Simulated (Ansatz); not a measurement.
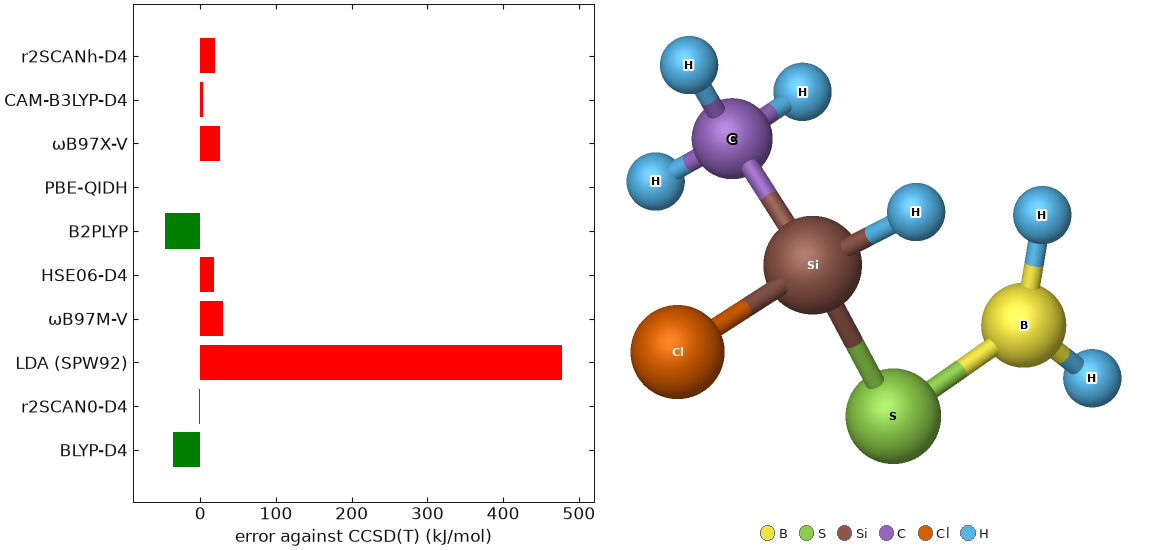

Error in the electronic atomisation energy (method less reference, so positive means overbinding) of CH₆BClSSi, SMILES BS[Si@@H](C)Cl: functionals in def2-TZVPP against frozen-core CCSD(T) at the limit (MP2 extrapolated from triple and quadruple zeta, plus CCSD(T) less MP2 in a smaller set), which gives 3855.3 kJ/mol, at a PBE0-D4/def2-TZVP geometry (a minimum by its frequencies), no zero-point or spin-orbit term, the Ansatz code 0.2.0. The reference leaves out core correlation, a term that grows with the number of heavy atoms. PBE-QIDH and B2PLYP hold a correlation term that converges slowly with the basis, so part of the distance to the limit is basis error. No dispersion term is added to PBE-QIDH and B2PLYP.

> Which of these levels overbind, and which underbind?

Overbind: ωB97X-V, ωB97M-V and LDA (SPW92). Underbind: B2PLYP and BLYP-D4. Within 25 kJ/mol of zero, too close to call in view of what the reference leaves out: r2SCANh-D4, CAM-B3LYP-D4, PBE-QIDH, HSE06-D4 and r2SCAN0-D4.

> What range do the values span?

From −47.0 kJ/mol (B2PLYP) to 478.4 kJ/mol (LDA (SPW92)).

Limits of at least one run: one conformer of a flexible molecule.
